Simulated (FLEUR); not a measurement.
# CrO2: parallel and opposed starts, part 2 of 3

Wanted: the moments of CrO2 and the energy of each order that was tried.

FLEUR MaX-R8.1; LDA (VWN) with U = 3.5 eV on Cr d; all-electron FLAPW, Dirac cores, scalar-relativistic bands.

So far, largest spin moment in the muffin-tin sphere (μB): step 2 (run 1 (ferro ++)) 2.23.

## Step 3: Start 2: antiferro +-

An opposed order shows whether neighbours prefer unlike signs.

File inp.xml:

```
<?xml version="1.0" encoding="UTF-8" standalone="no"?>
<fleurInput fleurInputVersion="0.39">
   <comment>
      CrO2
   </comment>
   <calculationSetup>
      <cutoffs Kmax="4.4" Gmax="13.2" GmaxXC="13.2" numbands="0"/>
      <scfLoop itmax="130" minDistance="0.0001" maxIterBroyd="15" imix="Anderson" alpha="0.05" precondParam="0.0" spinf="2.0" sdNocoIR="T"/>
      <coreElectrons ctail="T" frcor="F" kcrel="0" coretail_lmax="0"/>
      <xcFunctional name="vwn" relativisticCorrections="F"/>
      <magnetism jspins="2"/>
      <soc l_soc="F" theta="0.0" phi="0.0" spav="F"/>
      <expertModes spex="0" secvar="F"/>
      <geometryOptimization l_f="F" forcealpha="1.0" forcemix="BFGS" epsdisp="0.00001" epsforce="0.00001"/>
      <ldaU l_linMix="F" mixParam="0.05" spinf="1.0"/>
   </calculationSetup>
   <cell>
      <bzIntegration valenceElectrons="52.0" mode="hist" fermiSmearingEnergy="0.00183747">
         <kPointListSelection listName="default-1"/>
         <xi:include xmlns:xi="http://www.w3.org/2001/XInclude" href="kpts.xml"> </xi:include>
      </bzIntegration>
      <xi:include xmlns:xi="http://www.w3.org/2001/XInclude" href="sym.xml"> </xi:include>
      <bulkLattice scale="1.0">
         <bravaisMatrix>
            <row-1>    8.3544791968565999     0.0000000000000000     0.0000000000000000</row-1>
            <row-2>    0.0000000000000000     8.3544791968565999     0.0000000000000000</row-2>
            <row-3>    0.0000000000000000     0.0000000000000000     5.5123311054581992</row-3>
         </bravaisMatrix>
      </bulkLattice>
   </cell>
   <atomSpecies>
      <species name="Chromium (3.000" element="Cr" atomicNumber="24">
         <mtSphere radius="2.22" gridPoints="735" logIncrement="0.016"/>
         <atomicCutoffs lmax="8" lnonsphr="6"/>
         <electronConfig flipSpins="F">
            <coreConfig>(1s1/2) (2s1/2) (2p1/2) (2p3/2)</coreConfig>
            <valenceConfig>(3s1/2) (3p1/2) (3p3/2) (4s1/2) (3d3/2) (3d5/2)</valenceConfig>
            <stateOccupation state="(4s1/2)" spinUp="0.5" spinDown="0.5"/>
            <stateOccupation state="(3d3/2)" spinUp="1.0" spinDown="1.0"/>
            <stateOccupation state="(3d5/2)" spinUp="3.0" spinDown="0.0"/>
         </electronConfig>
         <energyParameters s="4" p="4" d="3" f="4"/>
         <ldaU l="2" U="3.5" J="0.0" l_amf="F"/>
         <lo type="SCLO" l="0" n="3" eDeriv="0"/>
         <lo type="SCLO" l="1" n="3" eDeriv="0"/>
      </species>
      <species name="Chromium (-3.000" element="Cr" atomicNumber="24">
         <mtSphere radius="2.22" gridPoints="735" logIncrement="0.016"/>
         <atomicCutoffs lmax="8" lnonsphr="6"/>
         <electronConfig flipSpins="F">
            <coreConfig>(1s1/2) (2s1/2) (2p1/2) (2p3/2)</coreConfig>
            <valenceConfig>(3s1/2) (3p1/2) (3p3/2) (4s1/2) (3d3/2) (3d5/2)</valenceConfig>
            <stateOccupation state="(4s1/2)" spinUp="0.5" spinDown="0.5"/>
            <stateOccupation state="(3d3/2)" spinUp="1.0" spinDown="1.0"/>
            <stateOccupation state="(3d5/2)" spinUp="0.0" spinDown="3.0"/>
         </electronConfig>
         <energyParameters s="4" p="4" d="3" f="4"/>
         <ldaU l="2" U="3.5" J="0.0" l_amf="F"/>
         <lo type="SCLO" l="0" n="3" eDeriv="0"/>
         <lo type="SCLO" l="1" n="3" eDeriv="0"/>
      </species>
      <species name="Oxygen (O)" element="O" atomicNumber="8">
         <mtSphere radius="1.25" gridPoints="415" logIncrement="0.025"/>
         <atomicCutoffs lmax="6" lnonsphr="4"/>
         <electronConfig flipSpins="F">
            <coreConfig>(1s1/2)</coreConfig>
            <valenceConfig>(2s1/2) (2p1/2) (2p3/2)</valenceConfig>
            <stateOccupation state="(2p1/2)" spinUp="0.666667" spinDown="0.666667"/>
            <stateOccupation state="(2p3/2)" spinUp="1.333333" spinDown="1.333333"/>
         </electronConfig>
         <energyParameters s="2" p="2" d="3" f="4"/>
      </species>
   </atomSpecies>
   <atomGroups>
      <atomGroup species="Chromium (3.000">
         <relPos label="                   1">.0000000000 .0000000000 .0000000000</relPos>
         <force calculate="T" relaxXYZ="TTT"/>
      </atomGroup>
      <atomGroup species="Chromium (-3.000">
         <relPos label="                   2">1.000/2.000 1.000/2.000 1.000/2.000</relPos>
         <force calculate="T" relaxXYZ="TTT"/>
      </atomGroup>
      <atomGroup species="Oxygen (O)">
         <relPos label="                   3">.3010000000 .3010000000 .0000000000</relPos>
         <relPos label="                   5">-.3010000000 -.3010000000 .0000000000</relPos>
         <force calculate="T" relaxXYZ="TTT"/>
      </atomGroup>
      <atomGroup species="Oxygen (O)">
         <relPos label="                   4">.1990000000 -.1990000000 1.000/2.000</relPos>
         <relPos label="                   6">-.1990000000 .1990000000 1.000/2.000</relPos>
         <force calculate="T" relaxXYZ="TTT"/>
      </atomGroup>
   </atomGroups>
   <output dos="F" band="F" slice="F">
      <bandDOS minEnergy="-.5*Htr" maxEnergy="0.5*Htr" sigma="0.015" storeEVData="T"/>
      <plotting iplot="0" polar="F">
         <plot TwoD="T" vec1="  1.0  0.0  0.0" vec2="  0.0  1.0  0.0" vec3="  0.0  0.0  1.0" zero="  0.0  0.0  0.0" file="plot"/>
      </plotting>
      <moessbauerParams electricFieldGradient="F" isomerShift="F" coreHyperfine="F" valenceHyperfine="F"/>
   </output>
</fleurInput>
```

File crystal.txt:

```
CrO2
&input film=F cartesian=F /
4.42100000000  0.00000000000  0.00000000000
0.00000000000  4.42100000000  0.00000000000
0.00000000000  0.00000000000  2.91700000000
1.8897261246
1.0 1.0 1.0

6
24 0.00000000000  0.00000000000  0.00000000000 : 3.000
24 0.50000000000  0.50000000000  0.50000000000 : -3.000
8 0.30100000000  0.30100000000  0.00000000000
8 0.19900000000  0.80100000000  0.50000000000
8 0.69900000000  0.69900000000  0.00000000000
8 0.80100000000  0.19900000000  0.50000000000

&kpt div1=8 div2=8 div3=8 gamma=T /
```

Command:

```bash
OMP_NUM_THREADS=1 inpgen -f crystal.txt > inpgen.log  # inp.xml is then edited as shown
OMP_NUM_THREADS=1 mpirun -n 4 fleur_MPI > fleur.log
```

What it wrote:

```text
[banner, memory and clock lines left out]
Welcome to FLEUR        (www.flapw.de)
      MaX-Release 8.1          (www.max-centre.eu)

 ========== k-point set info ==========
 Selected k-point list: default-1
 k-point list type: mesh
 0 x 0 x 0
 Number of k points: 108

 ------------Calculation Setup---------------------------
 Number of PE/node        :            4
 Number of OMP-threads    :            1
 k-points in parallel     :            4
 pe's per k-point         :            1
 No of k-point loops      :           27
 Eigenvalue solver        :       lapack
 Number of basis functions:          608
 Approximate size of matrices (H+S) per k-point:         0.006 GB
 no density matrix found ... skipping LDA+U
 Reset of history
 Iteration:     1   Distance:      51.75915917 me/bohr^3
 Iteration:     2   Distance:      46.19403600 me/bohr^3
 Iteration:     3   Distance:      39.28928724 me/bohr^3
 Iteration:     4   Distance:      30.84053158 me/bohr^3
 Iteration:     5   Distance:      34.39872498 me/bohr^3
 Iteration:     6   Distance:      31.03125983 me/bohr^3
 Iteration:     7   Distance:      19.76649424 me/bohr^3
 Iteration:     8   Distance:      30.64328578 me/bohr^3
 Iteration:     9   Distance:      37.35232078 me/bohr^3
 Iteration:    10   Distance:      36.87089377 me/bohr^3
[... 17 iterations left out ...]
 Iteration:    28   Distance:       0.02565998 me/bohr^3
 Iteration:    29   Distance:       0.02373262 me/bohr^3
 Iteration:    30   Distance:       0.00263816 me/bohr^3
 Iteration:    31   Distance:       0.00249241 me/bohr^3
 Iteration:    32   Distance:       0.00162478 me/bohr^3
 Iteration:    33   Distance:       0.00089440 me/bohr^3
 Iteration:    34   Distance:       0.00030254 me/bohr^3
 Iteration:    35   Distance:       0.00018587 me/bohr^3
 Iteration:    36   Distance:       0.00018354 me/bohr^3
 Iteration:    37   Distance:       0.00006876 me/bohr^3

 ********************************************************************
 Run finished successfully
 Stop message:
   all done
 ********************************************************************

--- out.xml (last complete iteration) ---
<iteration numberForCurrentRun="   37" overallNumber="   37">
         [... left out ...]
         <bandgap value="0.0288242717" units="eV"/>
         <sumValenceSingleParticleEnergies value="-25.4336184060" units="Htr"/>
         <FermiEnergy value="0.2559036893" units="Htr"/>
         <valenceDensity>
            <mtCharges spin="1">
               <mtCharge atomType="1" total="7.2115386" s="1.1382454" p="3.1913728" d="2.7988064" f="0.0615160"/>
               <mtCharge atomType="2" total="5.2592753" s="1.1291583" p="3.1822298" d="0.8656951" f="0.0600395"/>
               <mtCharge atomType="3" total="1.9367833" s="0.6080289" p="1.3267617" d="0.0017050" f="0.0002449"/>
               <mtCharge atomType="4" total="1.9474245" s="0.6078737" p="1.3370153" d="0.0021767" f="0.0003075"/>
            </mtCharges>
            <mtCharges spin="2">
               <mtCharge atomType="1" total="5.2592753" s="1.1291583" p="3.1822298" d="0.8656951" f="0.0600395"/>
               <mtCharge atomType="2" total="7.2115386" s="1.1382454" p="3.1913728" d="2.7988064" f="0.0615160"/>
               <mtCharge atomType="3" total="1.9474245" s="0.6078737" p="1.3370153" d="0.0021767" f="0.0003075"/>
               <mtCharge atomType="4" total="1.9367833" s="0.6080289" p="1.3267618" d="0.0017050" f="0.0002449"/>
            </mtCharges>
            <spinDependentCharge spin="1" total="26.0000000" interstitial="5.7607704" mtSpheres="20.2392296"/>
            <spinDependentCharge spin="2" total="26.0000000" interstitial="5.7607704" mtSpheres="20.2392296"/>
            <totalCharge value="52.0000000000"/>
         </valenceDensity>
         [... left out ...]
         <magneticMomentsInMTSpheres units="muBohr">
            <globalMagMoment atomType="1" vec="0.00000   0.00000   1.95226"/>
            <localMagMoment atomType="1" vec="0.00000   0.00000   1.95226"/>
            <globalMagMoment atomType="2" vec="0.00000   0.00000  -1.95226"/>
            <localMagMoment atomType="2" vec="0.00000   0.00000  -1.95226"/>
            <globalMagMoment atomType="3" vec="0.00000   0.00000  -0.01064"/>
            <localMagMoment atomType="3" vec="0.00000   0.00000  -0.01064"/>
            <globalMagMoment atomType="4" vec="0.00000   0.00000   0.01064"/>
            <localMagMoment atomType="4" vec="0.00000   0.00000   0.01064"/>
         </magneticMomentsInMTSpheres>
         [... left out ...]
         <totalEnergy value="    -2396.8113926608" units="Htr">
            <sumOfEigenvalues value="    -1372.5427215347">
               <coreElectrons value="-1347.1091031287"/>
               <valenceElectrons value="-25.4336184060"/>
            </sumOfEigenvalues>
            <densityCoulombPotentialIntegral value="-3624.2998414982"/>
            <densityEffectivePotentialIntegral value="-3790.3638724123"/>
            <chargeDenXCDenIntegral value="-125.6177127474"/>
            <FockExchangeEnergyValence value="0.0000000000"/>
            <FockExchangeEnergyCore value="0.0000000000"/>
         [... left out ...]
            <dftUCorrection value="-0.2798401071"/>
            <tkbTimesEntropy value="0.0002681814"/>
            <freeEnergy value="-2396.8116608422"/>
            <extrapolationTo0K value="-2396.8115267515"/>
         </totalEnergy>
         [... left out ...]
         <ldaUDensityMatrixConvergence>
            <distance spin="1" distance="0.000002"/>
            <distance spin="2" distance="0.000002"/>
         </ldaUDensityMatrixConvergence>
         <densityConvergence units="me/bohr^3">
            <chargeDensity spin="1" distance="0.0000375628"/>
            <chargeDensity spin="2" distance="0.0000376039"/>
            <overallChargeDensity distance="0.0000687646"/>
            <spinDensity distance="0.0000303556"/>
         </densityConvergence>
      </iteration>
```

It took 3.5 min on 4 MPI ranks of AMD EPYC 7R32 (Zen 2), shared host; peak memory 0.37 GiB; 14 min of CPU time.

Spin moment in the muffin-tin sphere by atom:

```
atom  spin moment in the muffin-tin sphere (μB)
 Cr1                                       1.95
 Cr2                                      -1.95
  O3                                      -0.01
  O4                                       0.01
  O5                                      -0.01
  O6                                       0.01
```

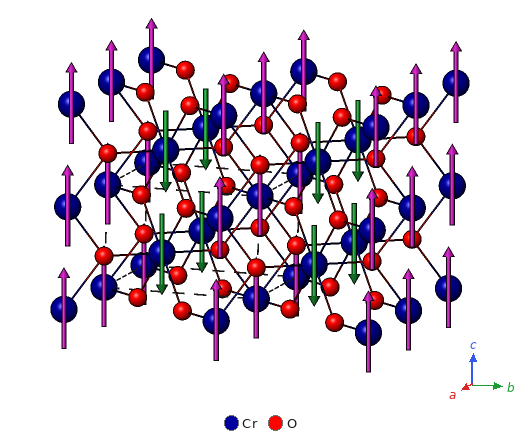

Spin moment in the muffin-tin sphere as arrows, the longest 1.95 μB. Up and down stand for the sign. Arrows give size and sign along the axis of quantisation, drawn up and down the page. The two directions have two colours. 2×2×2 cells are drawn. Some periodic images of atoms are drawn too.

Numbers from this step:

| Property | Result |
| --- | --- |
| free energy | -65220.5679 eV |
| program's band gap on this mesh (in a metal only a level spacing) | 0.02882 eV |
| magnetization | 0 μB |
| final state | antiferromagnetic |

It lies 188 meV a seeded atom over the first start, and its largest moment is 1.95 μB against 2.23 μB.

## Step 4: Ranking

Free energies are divided by the number of seeded atoms.

Orders:

| start | final state | typed order kept | energy over the lowest (meV a seeded atom) | largest sphere moment (μB) | net moment (μB a primitive cell) | mesh matched | CPU time (s) |
| --- | --- | --- | --- | --- | --- | --- | --- |
| ferro ++ | ferromagnetic, with opposed induced moments | yes | 0 | 2.229 | 4 | yes | 395.2 |
| antiferro +- | antiferromagnetic | yes | 188.1 | 1.952 | 0 | yes | 845.4 |

(Part 2 of 3 ends here.)

[Logs and program files are shortened in this print: banners, set-up blocks, solver, clock and traceback lines can be left out without a mark of their own.]

[Logs are printed without paths, hosts, clocks, repeated set-up lines and the standing remarks that a program may print on its own settings, such as how far it seeks lower states.]

[Hosts, paths, dates, database ids (printed as entryN), source tags and the programs' standing remarks are cut or masked in the printed files.]

[Where a cell is said to come from a database of computed structures, the database is the Materials Project.]
